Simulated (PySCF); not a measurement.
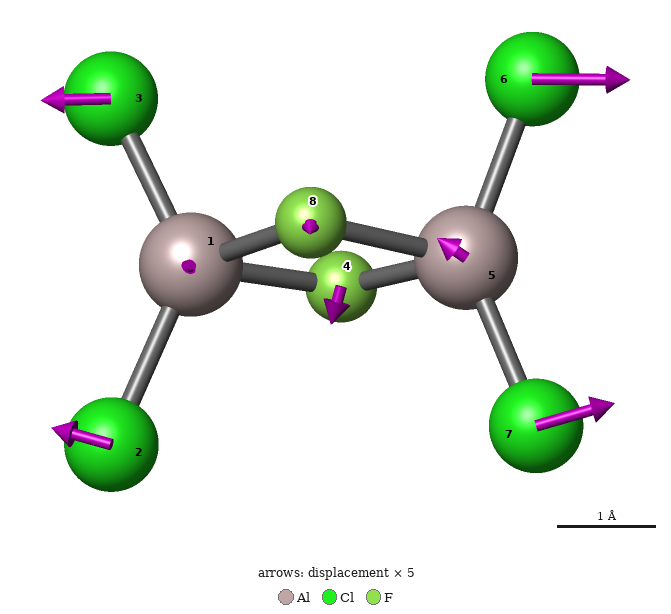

A relaxation of Al₂Cl₄F₂. The starting structure is drawn; purple arrows show the displacements, 5 times their true length. The two geometries are superimposed by the best rigid fit.

The picture is a ball-and-stick view, seen at a tilt.

The start comes from GFN2-xTB. Its atoms were then displaced at random by about 0.03 Å.

Method: PBE0-D3(BJ)/def2-SVP geometry optimisation, gas phase (PySCF 2.14.0, density-fitted response routines). 

Q: What did the optimiser do to the structure, and how much energy did it gain?

A: After 10 geometry steps the energy has fallen by 31.4 kJ/mol. The atom that moves furthest after the best rigid fit is Cl6 (0.20 Å). Largest moves by element: Cl 0.20 Å, F 0.08 Å, Al 0.07 Å. Among the contacts that change: Al5–Cl7 1.989 → 2.072 Å, Al1–Cl3 2.014 → 2.073 Å, Al5–F8 1.882 → 1.826 Å, Al1–F8 1.794 → 1.824 Å. Bond angles that change, for instance: Cl6–Al5–Cl7 138.4° → 125.5°, F4–Al5–Cl6 103.2° → 110.8°, Cl2–Al1–Cl3 132.1° → 125.5°. The run took 110 s on 1 thread of Arm Neoverse V1, with other jobs on the host.
